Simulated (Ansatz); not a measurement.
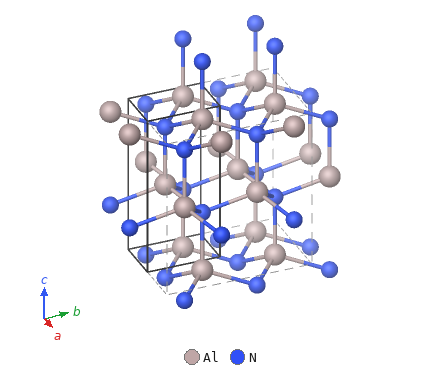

AlN (space group P6_3mc, No. 186). Coordinates: the input geometry of an electronic-structure calculation (not necessarily at equilibrium); the starting structure was generated, so it need not be a known form of this composition.

Bonds are taken as Al–N below 2.1 Å. The graph is simplified in the usual way: terminal and isolated atoms are pruned, two-connected atoms become edges.

Q: What kind of net remains, and which atoms are its nodes?

A: A uninodal 4-connected, three-periodic net: Al and N are 4-connected nodes.

Q: Name the underlying net.

A: It is the lon net, known from lonsdaleite, wurtzite and tridymite.

Q: Is the net interpenetrated?

A: It is a single net, without interpenetration.

Q: How many nodes does the smallest cycle have?

A: Six.
